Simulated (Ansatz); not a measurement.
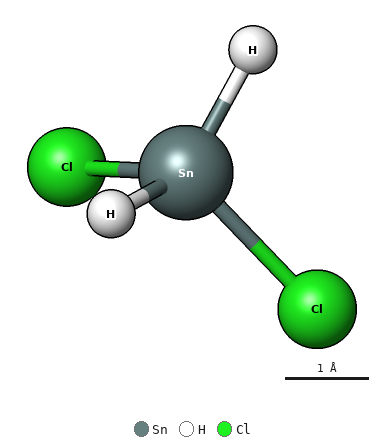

Fig. 1: The starting structure (ball-and-stick view, seen at a tilt). Sticks mark near contacts. Bond lengths as drawn: Cl–Sn 2.34 Å and H–Sn 1.70 Å.

# SnH$_{2}$Cl$_{2}$: nudged elastic band

System: SnH$_{2}$Cl$_{2}$.
Method: RKS PBE0/def2-SVP (Ansatz 0.2.0).

The run did not end well. One setting was made poor on purpose. It belongs to a series of runs on one base structure; here: band between the two ends.

Input file:
```yaml
crystal:
  periodic: [false, false, false]
  atoms:
    - { symbol: Sn, position_ang: [0.193584, 0.040229, 0.31512] }
    - { symbol: H, position_ang: [-0.002864, -0.07226, 2.002392] }
    - { symbol: Cl, position_ang: [2.492031, -0.026719, -0.138377] }
    - { symbol: H, position_ang: [-0.452687, 1.391365, -0.494159] }
    - { symbol: Cl, position_ang: [-0.753164, -1.879414, -0.639678] }
basis:
  gaussian: { orbitals: def2-SVP }
hamiltonian:
  xc: pbe0
neb:
  order_check: false
  images: 5
  f_tol: 0.03
  max_iterations: 10
  final_atoms:
    - { symbol: Sn, position_ang: [-0.73923459, 0.80274721, 0.68360173] }
    - { symbol: H, position_ang: [1.27100766, -1.04354163, 0.44691909] }
    - { symbol: Cl, position_ang: [2.03566981, -0.03351254, 0.85477805] }
    - { symbol: H, position_ang: [-0.36527291, 1.32714724, -0.97945054] }
    - { symbol: Cl, position_ang: [-0.72526997, -1.59963928, 0.03944967] }
  initial_path:
    images:
      - { positions_ang: [[0.193584, 0.040229, 0.31512], [-0.002864, -0.07226, 2.002392], [2.492031, -0.026719, -0.138377], [-0.452687, 1.391365, -0.494159], [-0.753164, -1.879414, -0.639678]] }
      - { positions_ang: [[0.12881126, 0.02666344, 0.21034519], [0.3069583, -0.04798133, 1.90317534], [2.49788321, -0.01650523, 0.14618604], [-0.57657452, 1.400254, -0.52142199], [-0.88017825, -1.90922988, -0.69298657]] }
      - { positions_ang: [[0.06403851, 0.01309789, 0.10557038], [0.6167806, -0.02370266, 1.80395867], [2.50373543, -0.00629146, 0.43074908], [-0.70046204, 1.409143, -0.54868499], [-1.0071925, -1.93904576, -0.74629515]] }
      - { positions_ang: [[-0.00073423, -0.00046767, 0.00079557], [0.92660289, 0.00057602, 1.70474201], [2.50958764, 0.0039223, 0.71531212], [-0.82434956, 1.418032, -0.57594798], [-1.13420675, -1.96886165, -0.79960372]] }
      - { positions_ang: [[-0.24690101, 0.26727062, 0.22839762], [1.04140448, -0.3474632, 1.2854677], [2.35161503, -0.00855598, 0.76180076], [-0.67132401, 1.38773708, -0.71044883], [-0.99789449, -1.84578752, -0.51991925]] }
      - { positions_ang: [[-0.4930678, 0.53500892, 0.45599967], [1.15620607, -0.69550242, 0.8661934], [2.19364242, -0.02103426, 0.80828941], [-0.51829846, 1.35744216, -0.84494969], [-0.86158223, -1.7227134, -0.24023479]] }
      - { positions_ang: [[-0.73923459, 0.80274721, 0.68360173], [1.27100766, -1.04354163, 0.44691909], [2.03566981, -0.03351254, 0.85477805], [-0.36527291, 1.32714724, -0.97945054], [-0.72526997, -1.59963928, 0.03944967]] }
```

Launch command:
```bash
ansatz run input.yaml --threads 1 --pin off --max-ram 2048MiB --backend cpu --events-out ev --progress --plain --runs-dir out
```

Output:
```
Engine: ansatz 0.2.0, aarch64-unknown-linux-gnu
Functional definition: PBE0
  parameter a = 0.25
  parameter kappa = 0.804
  parameter beta = 0.06672455060314922
  exchange = (1 - a)*pbe_x(kappa = kappa, mu = beta*pi^2/3) + a*exact_x
  correlation = pbe_c(beta = beta)
817 factors; integrals over basis functions are off by at most 3.3e-4 eV
mean field evaluation 1: about -30894.4140 eV, gradient 1.7e1 eV
mean field evaluation 2: about -30894.1014 eV, gradient 2.0e1 eV
mean field evaluation 4: about -30895.2170 eV, gradient 2.6e-1 eV
mean field evaluation 8: about -30895.2212 eV, gradient 2.4e-3 eV
mean field -30895.22121035 eV, -1135.3784379471 hartree, gradient 1.1e-5 eV, S^2 0.000000; 0 other end points of the search recorded, 0 dependent functions left out
the calculation of the forces begins
reference -30895.22123565 eV, -1135.3784388772 hartree; 29, 29 occupied and 43, 43 virtual orbitals, 817 factors
819 factors; integrals over basis functions are off by at most 1.1e-3 eV
mean field evaluation 16: about -30894.5081 eV, gradient 1.9e0 eV
mean field -30894.51777951 eV, -1135.3525873407 hartree, gradient 7.2e-6 eV, S^2 0.000000; 0 other end points of the search recorded, 0 dependent functions left out
[... from here on the field's lines of each further geometry are left out, up to the last ...]
NEB iter   1: max|band force component| = 3.781e0 eV/Å  barrier→ = 2.6954 eV  barrier← = 1.9920 eV  Δτ_max = 0.1974 Å  (163 SCF iters)
NEB iter   2: max|band force component| = 1.719e0 eV/Å  barrier→ = 1.9460 eV  barrier← = 1.2426 eV  Δτ_max = 0.1969 Å  (143 SCF iters)
NEB iter   3: max|band force component| = 1.647e0 eV/Å  barrier→ = 2.0376 eV  barrier← = 1.3342 eV  Δτ_max = 0.1961 Å  (133 SCF iters)
NEB iter   4: max|band force component| = 2.665e0 eV/Å  barrier→ = 2.0226 eV  barrier← = 1.3191 eV  Δτ_max = 0.0994 Å  (139 SCF iters)
NEB iter   5: max|band force component| = 8.980e-1 eV/Å  barrier→ = 1.7413 eV  barrier← = 1.0379 eV  Δτ_max = 0.1968 Å  (136 SCF iters)
NEB iter   6: max|band force component| = 3.305e0 eV/Å  barrier→ = 1.7864 eV  barrier← = 1.0829 eV  Δτ_max = 0.0982 Å  (144 SCF iters)
NEB iter   7: max|band force component| = 1.623e0 eV/Å  barrier→ = 1.7731 eV  barrier← = 1.0697 eV  Δτ_max = 0.2000 Å  (136 SCF iters)
NEB iter   8: max|band force component| = 4.828e-1 eV/Å  barrier→ = 1.8539 eV  barrier← = 1.1504 eV  CI = image 2  Δτ_max = 0.1999 Å  (142 SCF iters)
NEB iter   9: max|band force component| = 7.007e-1 eV/Å  barrier→ = 1.8532 eV  barrier← = 1.1497 eV  CI = image 2  Δτ_max = 0.1005 Å  (132 SCF iters)
the calculation of the forces begins
reference -30894.28681831 eV, -1135.3440996731 hartree; 29, 29 occupied and 43, 43 virtual orbitals, 819 factors
these checks for a lower state are left out or cut short: starts, cluster_reference, orbital_swaps, neighbouring_geometries, increment
822 factors; integrals over basis functions are off by at most 7.9e-4 eV
mean field evaluation 416: about -30894.3967 eV, gradient 3.4e-4 eV
mean field -30894.39674045 eV, -1135.3481392372 hartree, gradient 2.0e-5 eV, S^2 0.000000; 0 other end points of the search recorded, 0 dependent functions left out
the calculation of the forces begins
reference -30894.39676401 eV, -1135.3481401032 hartree; 29, 29 occupied and 43, 43 virtual orbitals, 822 factors
NEB iter  10: max|band force component| = 3.454e-1 eV/Å  barrier→ = 1.8523 eV  barrier← = 1.1488 eV  CI = image 2  Δτ_max = 0.1993 Å  (126 SCF iters)
```

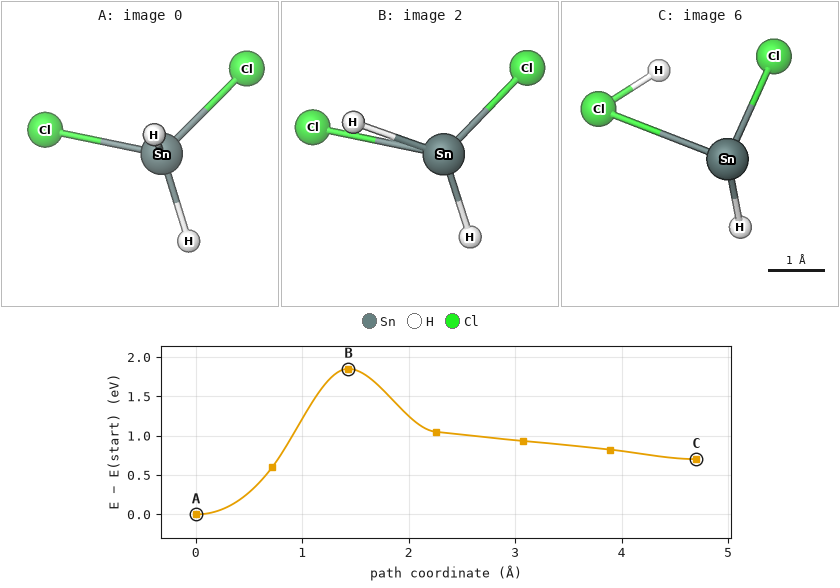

Fig. 2: Images of the last band (counted from 0; ball-and-stick, seen at a tilt) above the energy along the path; the line is a cubic interpolation that uses the forces. The highest image is number 2, 1.852 eV above the start and 1.149 eV above the end (the climbing image); the end lies 0.703 eV above the start. The path is 4.70 Å long. The band had not converged after 10 iterations.

```
Unfinished report: {"positions_ang":[[-0.30002740219958446,0.08053425655325229,0.40498286552478563],[0.9719904634614082,-0.07636402854369227,1.64645326805684],[2.3389454964114296,-0.02679624618879486,0.5214463264066697],[-0.5749162104915925,1.3277729243057044,-0.747514251357519],[-0.9590923471816618,-1.8519458961264692,-0.7800702186307759]],"unchecked":["starts","cluster_reference","orbital_swaps","neighbouring_geometries","increment"],"mean_field":{"relativity":"none","state":{"energy":{"ev":-30893.368979996478,"hartree":-1135.3103697372767},"converged":true,"gradient_ev":0.000026233511738718107,"stability":{"kind":"minimum","curvature_ev":22.324956570329157},"curvature_floor_ev":0.00030000000000000003,"spin_squared":1.4210854715202004e-14},"others":[],"fillings":{"estimated":0,"unestimated":0,"tried":0,"untried":0,"excluded_magnetic_sites":0},"n_dropped_functions":0,"n_trapped_functions":0,"passes":{"evaluations":3,"products":20},"factors":{"origin":"Cholesky decomposition","count":819,"bound_ev":0.0008543681675083976},"gradient_stop_ev":0.00009,"reference_kind":"stationary","functional":{"name":"PBE0","citations":["Adamo & Barone, J. Chem. Phys. 110, 6158 (1999) doi:10.1063/1.478522","Perdew, Burke & Ernzerhof, Phys. Rev. Lett. 77, 3865 (1996) doi:10.1103/PhysRevLett.77.3865"],"text":"name \"PBE0\"\ncite \"Adamo & Barone, J. Chem. Phys. 110, 6158 (1999) doi:10.1063/1.478522\"\ncite \"Perdew, Burke & Ernzerhof, Phys. Rev. Lett. 77, 3865 (1996) doi:10.1103/PhysRevLett.77.3865\"\nparent pbe\nparameter a = 0.25\nparameter kappa = 0.804\nparameter beta = 0.06672455060314922\nexchange = (1 - a)*pbe_x(kappa = kappa, mu = beta*pi^2/3) + a*exact_x\ncorrelation = pbe_c(beta = beta)\n","parameters":{"a":{"value":0.25,"default":0.25},"beta":{"value":0.06672455060314922,"default":0.06672455060314922},"kappa":{"value":0.804,"default":0.804}},"final_grid":{"core_spheres":13.0,"valence_spheres":11.0,"degree":36.0},"final_grid_parameter_source":"default","radial_points_factor":1.0,"radial_grid_error_ev":3.235511906987185e-7,"grid_sensitivity":"normal","grid_sensitivity_ratio":0.001870803151768979},"unsmoothed_excess_ev":-0.000025101954896358683,"symmetry":{"irreps":["A"],"axes":[[0.9998763603654194,-0.011627142407434121,-0.010586479199398745],[0.011502240536813344,0.9998644126746538,-0.011783663666410347],[0.010722054142529925,0.011660438508351155,0.9998745279927667]],"occupied":[{"A":29},{"A":29}]},"held":{"pivots":817,"left_out":0,"joined":2},"density_repulsion":{"missed_ev":0.000011690747578835985,"excess_ev":0.0,"most_excess_ev":0.0001566,"are_drawn_again":false,"n_first_factors":819,"energy_change_ev":0.0,"n_dropped_ends":0}},"factors":{"origin":"Cholesky decomposition","count":819,"bound_ev":0.0008543681675083976},"n_frozen":0,"n_occupied":[29,29],"n_virtual":[43,43],"reference":{"ev":-30893.368979996478,"hartree":-1135.3103697372767},"total":{"ev":-30893.368979996478,"hartree":-1135.3103697372767},"forces_ev_per_angstrom":[[0.012023830915390627,-0.049532260163216955,0.017340206382985075],[0.03216241498049431,-0.0029383197634911804,-0.009832968444721089],[-0.05657614562273767,0.0027635543735653307,0.011571931442872404],[0.003734131531935153,0.04727702758946164,-0.03077706935764984],[0.008655768190992752,0.0024299979624055885,0.011697899981182858]],"charge_distribution":{"dipole_moment_e_ang":[-0.3818241536276564,0.4141834423150688,0.29081143580764296],"mulliken_charges_e":[0.5075622534678992,0.1419542446144545,-0.30061928274867356,-0.06043466137529241,-0.28846255395837517],"lowdin_charges_e":[0.09827330328197093,0.04076362528781097,-0.07262488778364684,-0.0776484827130095,0.011236441926893548]},"n_threads":1,"memory_gib":1.7045454550534487,"seconds":{"hamiltonian":2.667388194,"orbitals":0.0,"second_order":0.0,"solver_start":0.0,"cycles":0.0,"cycle":0.0,"perturbative":0.0,"full_ci_increment":0.0,"forces":0.0}}
this run last wrote the band of iteration 10 to [file]
Error: NEB band did not converge after 10 iterations: max|band force component| = 3.45e-1 eV/Å (threshold 3.0e-2); raise `neb.max_iterations` in a new run, which can start from the last band evaluated (`neb.initial_path`, with `crystal.atoms` and `neb.final_atoms` set to its first and last images), add images, or start from endpoints closer to local minima. Where this run's directory can be resumed (`checkpoint.write`), a resume goes on for up to `neb.max_iterations` more; to start a new run from the last band, take its images' positions from the `neb_iteration` event of iteration 10 (`data.images[].positions_ang`), in the event stream of the run that computed that iteration (not this run's, if it was resumed behind it). With `checkpoint.write`, `steps/00-neb/state/checkpoint.json` in the run directory holds the last saved band, under `neb.evaluated.images[].positions_ang` (a band under a hybrid functional on support functions is neither saved nor resumed: `neb.initial_path` says where its path is): check the last entry of `neb.iterations` there, which is earlier than 10 if that iteration was not saved or its write failed. If the band's step has no `state` directory and holds `state.next`, a write was cut short, and the file is under `state.next` instead (behind a loss of power it can be under `state.prev`)
this run wrote the band of iteration 10 to [file] as well, whether or not its events were kept: a new run's `neb.initial_path` can list its `images[].positions_ang`
a run's events are kept only if it was started with --events-out <file>, and are in that file
```

The last band as extended XYZ (Å, eV, eV/Å):
```
5
Properties=species:S:1:pos:R:3:forces:R:3 image=0 energy=-30895.22121
Sn    0.1936    0.0402    0.3151    0.0003  -0.0002  -0.0004
H    -0.0029   -0.0723    2.0024   -0.0001  -0.0001   0.0013
Cl    2.4920   -0.0267   -0.1384   -0.0008  -0.0009  -0.0003
H    -0.4527    1.3914   -0.4942   -0.0005   0.0009  -0.0006
Cl   -0.7532   -1.8794   -0.6397    0.0012   0.0003   0.0000
5
Properties=species:S:1:pos:R:3:forces:R:3 image=1 energy=-30894.62271
Sn    0.0381    0.0534    0.2979    0.8768  -0.0842  -0.2973
H     0.5017   -0.0860    1.9026   -1.1878  -0.0119   0.6718
Cl    2.4212   -0.0066    0.2348    0.2311   0.0273  -0.8272
H    -0.5742    1.3288   -0.6542   -0.0012   0.0083   0.2553
Cl   -0.9099   -1.8365   -0.7358    0.0811   0.0606   0.1974
5
Properties=species:S:1:pos:R:3:forces:R:3 image=2 energy=-30893.36896
Sn   -0.3000    0.0805    0.4050    0.0120  -0.0495   0.0173
H     0.9720   -0.0764    1.6465    0.0322  -0.0029  -0.0098
Cl    2.3389   -0.0268    0.5214   -0.0566   0.0028   0.0116
H    -0.5749    1.3278   -0.7475    0.0037   0.0473  -0.0308
Cl   -0.9591   -1.8519   -0.7801    0.0087   0.0024   0.0117
5
Properties=species:S:1:pos:R:3:forces:R:3 image=3 energy=-30894.17115
Sn   -0.6676    0.1618    0.4154   -0.2677  -0.0155   0.0668
H     1.5646   -0.2041    1.7004    0.0837  -0.0557   0.2342
Cl    2.4295    0.0078    0.7653    0.1047   0.0387  -0.1646
H    -0.7558    1.2903   -0.9473    0.0624   0.0270  -0.1002
Cl   -1.0938   -1.8026   -0.8885    0.0168   0.0056  -0.0363
5
Properties=species:S:1:pos:R:3:forces:R:3 image=4 energy=-30894.28679
Sn   -0.8034    0.4778    0.4604   -0.1994   0.0100  -0.0807
H     1.7787   -0.7881    1.5777    0.2622   0.2813  -0.3407
Cl    2.1905    0.0896    0.7025   -0.1815  -0.3038   0.3186
H    -0.7411    1.3613   -1.0944    0.1086  -0.0127   0.0488
Cl   -0.9477   -1.6874   -0.6008    0.0101   0.0251   0.0540
5
Properties=species:S:1:pos:R:3:forces:R:3 image=5 energy=-30894.39674
Sn   -0.8908    0.7415    0.5219    0.0516   0.1125   0.1215
H     1.7053   -1.1742    0.9728   -0.0393   0.1239  -0.1206
Cl    2.1572    0.0383    0.8816   -0.1015  -0.0595   0.0483
H    -0.6273    1.4038   -1.1128    0.0647  -0.0113  -0.0454
Cl   -0.8674   -1.5562   -0.2182    0.0245  -0.1656  -0.0037
5
Properties=species:S:1:pos:R:3:forces:R:3 image=6 energy=-30894.51778
Sn   -0.7392    0.8027    0.6836   -0.0044  -0.0077   0.0035
H     1.2710   -1.0435    0.4469    0.0206   0.0252   0.0025
Cl    2.0357   -0.0335    0.8548   -0.0192  -0.0236  -0.0066
H    -0.3653    1.3271   -0.9795    0.0044  -0.0038  -0.0033
Cl   -0.7253   -1.5996    0.0394   -0.0015   0.0099   0.0038
```

What the run reported:

```csv
quantity,value
outcome,not converged
"barrier, forward (band not converged)",1.852 eV
"barrier, backward",1.149 eV
hardware,"1 thread of Arm Neoverse V1, 24 GiB of memory available, shared host"
wall time,2.4 min
peak memory,0.15 GiB
```

Diagnosis:

The run did not converge: “NEB band did not converge after 10 iterations: max|band force component| = 3.45e-1 eV/Å (threshold 3.0e-2); raise `neb.max_iterations` in a new run, which can start from the last band evaluated (`neb.initial_path`, with `crystal.atoms` and `neb.final_atoms` set to its first and last images), add images, or start from endpoints closer to local minima …” Its last values are not results. A deliberately poor setting: few iterations.
